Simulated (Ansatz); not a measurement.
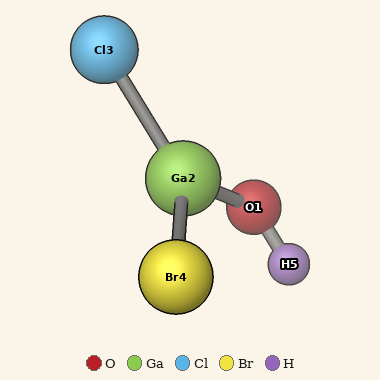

The system is BrClGaHO, SMILES [OH][Ga]([Cl])[Br]; the picture shows the reference structure. Coordinates scanned: (1) angle H5–O1–Ga2; (2) dihedral H5–O1–Ga2–Cl3. Nothing is relaxed (all other coordinates rigid). Grid: 13 × 12 points; 91 points were computed and 65 follow by symmetry. Energies: cm⁻¹, counted from the lowest grid point. Computed with Ansatz, RHF/def2-TZVP.

Its coordinates:

```xyz
5

O     0.3355    1.3177    0.3067
Ga    0.1079   -0.3985    0.0474
Cl    1.4423   -1.7462    0.9990
Br   -1.5809   -1.1647   -1.2803
H    -0.2548    1.9179   -0.1141
```

Range: angle H5–O1–Ga2 from 93.5 to 143.5°; dihedral H5–O1–Ga2–Cl3 from −180 to 150°.

### What will the energy surface look like?

The lowest grid point is at angle H5–O1–Ga2 = 118.5°, dihedral H5–O1–Ga2–Cl3 = −180°. A higher local minimum lies near angle H5–O1–Ga2 = 118.5°, dihedral H5–O1–Ga2–Cl3 = 0° (42 cm⁻¹ above the lowest at that grid point). The highest grid point, angle H5–O1–Ga2 = 93.5°, dihedral H5–O1–Ga2–Cl3 = −90°, lies 3737 cm⁻¹ above the lowest. On the interpolated surface the easiest way out of the lowest well to the well at angle H5–O1–Ga2 = 118.5°, dihedral H5–O1–Ga2–Cl3 = 0° passes a barrier of about 1200 cm⁻¹. Round the minimum the two coordinates are nearly uncoupled.

```
dihedral H5–O1–Ga2–Cl3 ↓, angle H5–O1–Ga2 →  93.5  97.7  101.9  106.0  110.2  114.4  118.5  122.7  126.9  131.0  135.2  139.4  143.5
                                        150  2576  1835   1262    846    553    380    313    333    431    586    794   1037   1295
                                        120  3354  2608   2021   1586   1265   1056    948    922    968   1070   1220   1405   1607
                                         90  3737  2993   2403   1960   1628   1404   1278   1229   1250   1326   1448   1604   1777
                                         60  3325  2588   2011   1584   1272   1071    970    950   1001   1107   1261   1447   1649
                                         30  2518  1794   1238    839    563    404    350    382    489    651    864   1110   1369
                                          0  2115  1399    854    470    212     74     42    100    234    424    666    941   1228
                                        −30  2518  1794   1238    839    563    404    350    382    489    651    864   1110   1369
                                        −60  3325  2588   2011   1584   1272   1071    970    950   1001   1107   1261   1447   1649
                                        −90  3737  2993   2403   1960   1628   1404   1278   1229   1250   1326   1448   1604   1777
                                       −120  3354  2608   2021   1586   1265   1056    948    922    968   1070   1220   1405   1607
                                       −150  2576  1835   1262    846    553    380    313    333    431    586    794   1037   1295
                                       −180  2187  1450    884    480    202     47      0     44    167    349    585    856   1142
```

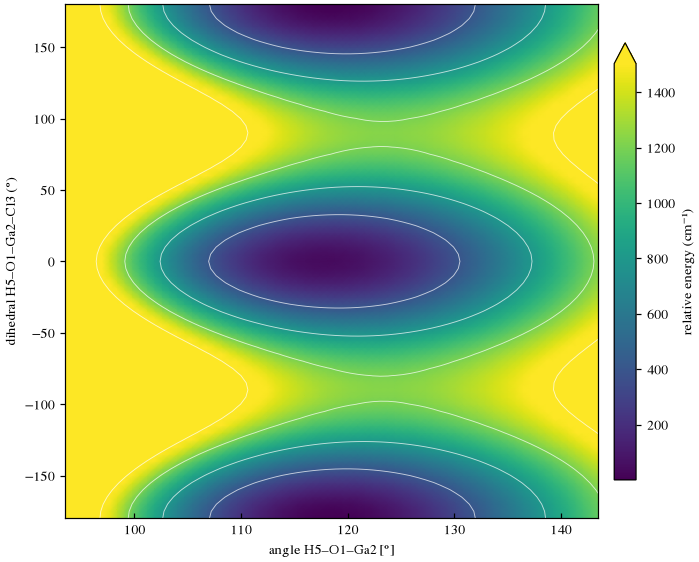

Drawn: a smooth colour map with a few white contour lines, one colour for all values above the top of the scale. Between grid points the surface is interpolated.

The whole map (91 points run) took 16 min on 1 thread of Arm Neoverse V2, with other jobs on the host.
